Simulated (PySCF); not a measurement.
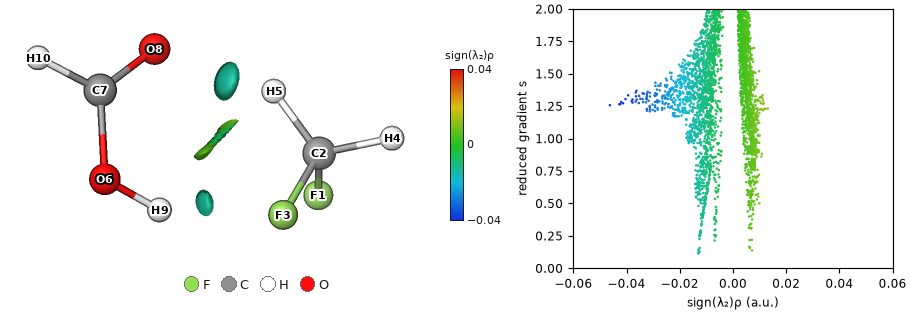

Figure. C2H4F2O2, SMILES `FCF.OC=O`. Non-covalent interaction surfaces between the fragments (reduced density gradient s = 0.4, coloured by sign(λ₂)ρ in a.u.; trimmed to the region between the fragments where ρ is under 0.06 a.u.). Fragment A: H2CF2 (atoms 1–5); fragment B: H2CO2. The plot gives s against sign(λ₂)ρ for grid points between the fragments.

Method: HF/def2-SVPD; geometry: GFN2-xTB; program: PySCF.

Geometry (Å), atoms numbered from 1:

```
F1      -2.5571    0.1966    0.6094
C2      -1.6483    0.2777   -0.3758
F3      -0.9276   -0.8708   -0.3596
H4      -2.1683    0.3451   -1.3395
H5      -0.9618    1.1118   -0.1815
O6       2.0287   -0.9553    0.2115
C7       2.1909    0.3433    0.1018
O8       1.3326    1.1422   -0.1391
H9       1.0988   -1.2164    0.0731
H10      3.2475    0.6061    0.2648
```

> Interpret the surfaces between the fragments.

Bond critical points between the fragments: H5···O8, weak C–H hydrogen bond, 2.29 Å, ρ = 0.013 a.u.; F3···H9, hydrogen bond, 2.10 Å, ρ = 0.013 a.u. All are weak and appear green, as weak hydrogen bonds do. Several contacts close a ring, whose ring point adds a part with positive λ₂ between them. The pose is a local one from a semi-empirical search, not shown to be the most stable.

> How strongly are they bound?

The counterpoise-corrected interaction energy of the frozen fragments is −3.8 kcal/mol without dispersion correction and −6.5 kcal/mol with D3(BJ). The pair geometry is semi-empirical, not a minimum at this level.
